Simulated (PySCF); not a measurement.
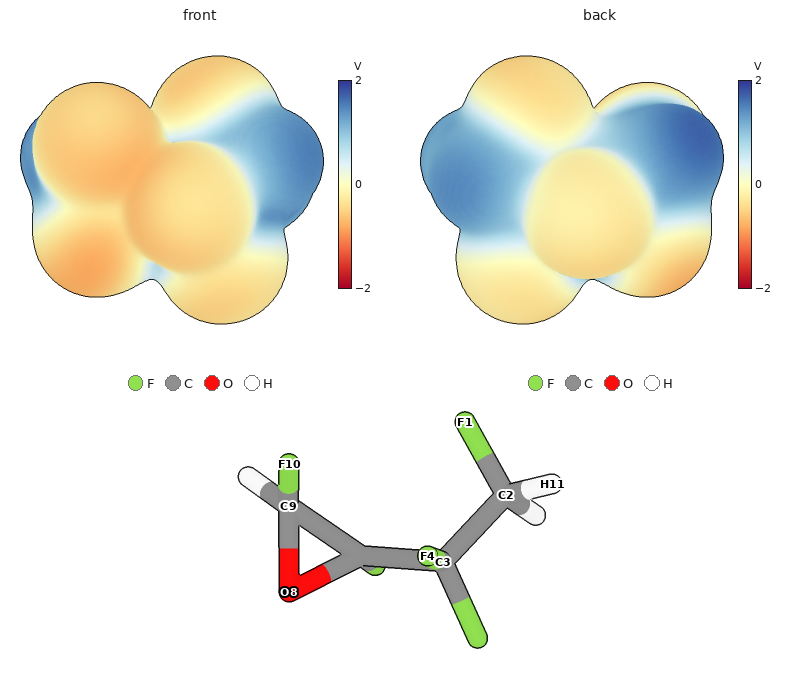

The picture shows: C4H3F5O. The molecular electrostatic potential painted on the density surface at 0.002 e/bohr³, seen from the front and from behind; the colour scale runs from red (negative) to blue (positive). The bare structure is drawn below in the same view.

Geometry: GFN2-xTB.

Computed with PySCF 2.14.0, PBE0/def2-SVPD, SCF density, gas phase.

```xyz
13

F    -1.1540    0.4045    1.5156
C    -1.6484    0.3057    0.2504
C    -0.4914    0.2329   -0.7570
F    -0.0423    1.4635   -1.0759
F    -0.9571   -0.2999   -1.9149
C     0.6584   -0.6198   -0.2237
F     0.2360   -1.8828    0.0384
O     1.9184   -0.5248   -0.7628
C     1.7951   -0.1210    0.5543
F     1.9156    1.1893    0.7978
H    -2.2595    1.1905    0.0491
H    -2.2406   -0.6126    0.1878
H     2.2654   -0.7250    1.3232
```

Which sites attract a positive test charge, and which a negative one?

Answer. A positive charge is drawn to the negative regions and a negative charge to the positive ones. The most negative region (about −0.8 V) lies over O8 and F10, the most positive (about +1.7 V) over H13.

How polar is the molecule by this calculation?

Answer. Its dipole moment is 1.79 D.
